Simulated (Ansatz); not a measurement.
**One shape, several levels: triplet NH3S**

Aim: a comparison of 6 runs (UHF/STO-3G, U-revPBE/STO-3G, U-wB97M-V/STO-3G, UB2PLYP/STO-3G, UMP2/STO-3G, UCCSDT/STO-3G) of triplet NH3S. 

The results are computed with Ansatz 0.2.0.

57 further runs of the same task are left out: 2 that didn't finish, 55 set aside as unsound or not needed.

### 1 The system as given

NH3S has 5 atoms, charge 0, and is taken as a triplet. As SMILES of the parent species, `NS`. Geometry: relaxed at GFN2-xTB. This is one conformer, not always the lowest. That shape belongs to the parent species and isn't relaxed for this state.

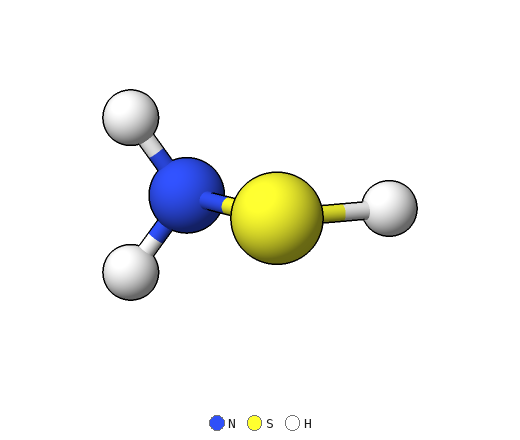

Viewed from a chosen angle; nitrogen blue, sulfur yellow, hydrogen white.

### 2 A single-point energy at UHF/STO-3G (run 1)

in.yaml reads:

```yaml
crystal:
  periodic: [false, false, false]
  atoms:
    - {symbol: "N", position_ang: [-0.162760, -0.507400, -0.231700]}
    - {symbol: S, position_ang: [0.168270, 0.954370, 0.610330]}
    - {symbol: H, position_ang: [0.015040, -1.300690, 0.375430]}
    - {symbol: H, position_ang: [-1.135990, -0.524720, -0.519210]}
    - {symbol: H, position_ang: [1.115440, 1.378440, -0.234860]}
basis:
  gaussian: {orbitals: STO-3G}
magnetization: {spin_polarized: true, initial_magnetization: 2}
accuracy: high
hamiltonian: {xc: hf}
```

On the command line:

```console
ansatz run in.yaml --threads 1 --pin off --max-ram 2610MiB --events-out events.jsonl --progress --plain --runs-dir runs
```

Standard output:

```text
Warning: RAYON_NUM_THREADS=1 ignored (pool sized by the plan → 1); use --threads N
Functional definition: HF
  name "HF"
  exchange = exact_x
  correlation = 0
289 factors; integrals over basis functions are off by at most 1.1e-8 eV
mean field evaluation 1: about -12199.2150 eV, gradient 1.2e1 eV
mean field evaluation 2: about -12199.3729 eV, gradient 1.2e1 eV
mean field evaluation 4: about -12200.4607 eV, gradient 1.0e0 eV
mean field evaluation 8: about -12200.4968 eV, gradient 2.1e-3 eV
mean field evaluation 16: about -12194.4432 eV, gradient 1.6e1 eV
mean field -12200.49560735 eV, -448.3599437772 hartree, gradient 1.7e-8 eV, S^2 2.011904; 1 other end points of the search recorded, 0 dependent functions left out
reference -12200.49560735 eV, -448.3599437772 hartree; 14, 12 occupied and 3, 5 virtual orbitals, 289 factors
Total energy: -12200.49560735 eV, -448.3599437772 hartree
```

It took 0.12 s on 1 thread of Arm Neoverse V1, shared host.

### 3 A single-point energy at U-revPBE/STO-3G (run 2)

run.yaml reads:

```yaml
crystal:
  periodic: [false, false, false]
  atoms:
    - symbol: N
      position_ang: [-0.162760, -0.507400, -0.231700]
    - symbol: S
      position_ang: [0.168270, 0.954370, 0.610330]
    - symbol: H
      position_ang: [0.015040, -1.300690, 0.375430]
    - symbol: H
      position_ang: [-1.135990, -0.524720, -0.519210]
    - symbol: H
      position_ang: [1.115440, 1.378440, -0.234860]
basis:
  gaussian: {orbitals: STO-3G}
magnetization: {spin_polarized: true, initial_magnetization: 2}
hamiltonian: {xc: {name: revPBE}}
accuracy: high
```

On the command line:

```console
ansatz run run.yaml --threads 1 --pin off --max-ram 2610MiB --events-out events.jsonl --progress --plain --runs-dir runs
```

Standard output:

```text
Warning: RAYON_NUM_THREADS=1 ignored (pool sized by the plan → 1); use --threads N
Functional definition: revPBE
  name "revPBE"
  parameter kappa = 1.245
  parameter beta = 0.06672455060314922
  exchange = pbe_x(kappa = kappa, mu = beta*pi^2/3)
  correlation = pbe_c(beta = beta)
289 factors; integrals over basis functions are off by at most 1.1e-8 eV
mean field evaluation 1: about -12221.5918 eV, gradient 1.6e1 eV
mean field evaluation 2: about -12201.3197 eV, gradient 5.0e1 eV
mean field evaluation 4: about -12222.6566 eV, gradient 8.8e0 eV
mean field evaluation 8: about -12222.6281 eV, gradient 8.8e0 eV
mean field evaluation 16: about -12223.7065 eV, gradient 1.8e-8 eV
mean field evaluation 32: about -12223.6999 eV, gradient 1.5e-3 eV
mean field -12223.70653592 eV, -449.2129296691 hartree, gradient 2.0e-8 eV, S^2 2.001406; 3 other end points of the search recorded, 0 dependent functions left out
reference -12223.70653807 eV, -449.2129297482 hartree; 14, 12 occupied and 3, 5 virtual orbitals, 289 factors
Total energy: -12223.70653807 eV, -449.2129297482 hartree
```

It took 3.3 s on 1 thread of Arm Neoverse V1, shared host; peak memory 0.12 GiB.

Runs 3 to 4 aren't shown in full; the table further down has their settings and results.

### 4 A single-point energy at UMP2/STO-3G (run 5)

job.yaml reads:

```yaml
crystal:
  periodic: [false, false, false]
  atoms:
    - {symbol: "N", position_ang: [-0.162760, -0.507400, -0.231700]}
    - {symbol: S, position_ang: [0.168270, 0.954370, 0.610330]}
    - {symbol: H, position_ang: [0.015040, -1.300690, 0.375430]}
    - {symbol: H, position_ang: [-1.135990, -0.524720, -0.519210]}
    - {symbol: H, position_ang: [1.115440, 1.378440, -0.234860]}
basis:
  gaussian:
    orbitals: STO-3G
magnetization:
  spin_polarized: true
  initial_magnetization: 2
correlation:
  method: mp2
  frozen_orbitals: {H: 0, "N": 1, S: 5}
accuracy: high
```

On the command line:

```console
ansatz run job.yaml --threads 1 --pin off --max-ram 2610MiB --events-out events.jsonl --progress --plain --runs-dir runs
```

Standard output:

```text
Warning: RAYON_NUM_THREADS=1 ignored (pool sized by the plan → 1); use --threads N
[... 4 set-up lines as earlier in the session ...]
289 factors; integrals over basis functions are off by at most 1.1e-8 eV
mean field evaluation 1: about -12199.2150 eV, gradient 1.2e1 eV
mean field evaluation 2: about -12199.3729 eV, gradient 1.2e1 eV
mean field evaluation 4: about -12200.4607 eV, gradient 1.0e0 eV
mean field evaluation 8: about -12200.4968 eV, gradient 2.1e-3 eV
mean field evaluation 16: about -12196.2692 eV, gradient 4.2e0 eV
mean field -12200.49560735 eV, -448.3599437772 hartree, gradient 1.7e-8 eV, S^2 2.011904; 3 other end points of the search recorded, 0 dependent functions left out
6 core orbitals not correlated: weight in the atoms' cores, before any rotation towards them, 1.000 or more for the frozen orbitals, at most 0.000 for the correlated occupied ones
reference -12200.49560735 eV, -448.3599437772 hartree; 8, 6 occupied and 3, 5 virtual orbitals, 289 factors
second order -1.42117725 eV of doubles, -0.00000000 eV of singles
Total energy: -12201.91678460 eV, -448.4121710779 hartree
```

Wall time 0.14 s (1 thread of Arm Neoverse V1, shared host).

### 5 The energy at UCCSDT/STO-3G (run 6)

Changes to in.yaml since step 2:

```diff
@@ -9,5 +9,12 @@
 basis:
-  gaussian: {orbitals: STO-3G}
-magnetization: {spin_polarized: true, initial_magnetization: 2}
+  gaussian:
+    orbitals: STO-3G
+magnetization:
+  spin_polarized: true
+  initial_magnetization: 2
+correlation:
+  method: ccsdt
+  frozen_orbitals: {H: 0, "N": 1, S: 5}
 accuracy: high
-hamiltonian: {xc: hf}
+scf:
+  omitted_lower_state_checks: [cluster_reference, increment]
```

On the command line:

```console
ansatz run in.yaml --threads 1 --pin off --max-ram 2610MiB --events-out events.jsonl --progress --plain --runs-dir runs
```

Standard output:

```text
Warning: RAYON_NUM_THREADS=1 ignored (pool sized by the plan → 1); use --threads N
[... 12 lines left out ...]
6 core orbitals not correlated: weight in the atoms' cores, before any rotation towards them, 1.000 or more for the frozen orbitals, at most 0.000 for the correlated occupied ones
[... 47 lines left out ...]
Total energy: -12202.59467887 eV, -448.4370832327 hartree
Checks for a lower state left out: cluster_reference, increment
```

It took 0.66 s on 1 thread of Arm Neoverse V1, shared host.

### 6 All runs side by side

| run | level | frozen core orbitals | energy (Eh) | ⟨S²⟩ | wall time |
| --- | --- | --- | --- | --- | --- |
| 1 | UHF/STO-3G | – | -448.359944 | 2.012 | 0.12 s |
| 2 | U-revPBE/STO-3G | – | -449.212930 | 2.001 | 3.3 s |
| 3 | U-wB97M-V/STO-3G | – | -449.311759 | 2.002 | 33 s |
| 4 | UB2PLYP/STO-3G | 6 | -449.027849 | 2.006 | 2.3 s |
| 5 | UMP2/STO-3G | 6 | -448.412171 | 2.012 | 0.14 s |
| 6 | UCCSDT/STO-3G | 6 | -448.437083 | 2.012 | 0.66 s |

### 7 Summary of results

| quantity | value |
| --- | --- |
| run 6: total energy | -448.43708 Eh |
| run 6: correlation energy (6 core orbitals frozen) | -77.1 mEh |
| run 6: ⟨S²⟩ of the reference determinant | 2.012 |
| run 6: T1 diagnostic | 0.021 |

In words: Below the UHF energy at the same shape and in the same basis (STO-3G): UMP2 -52.2 mEh; UCCSDT -77.1 mEh. Totals of different functionals can't be ranked against each other. In runs 1, 2, 3, 4, 5, 6 the basis is minimal, so the values are rough. All runs together took 40 s, the longest 33 s.
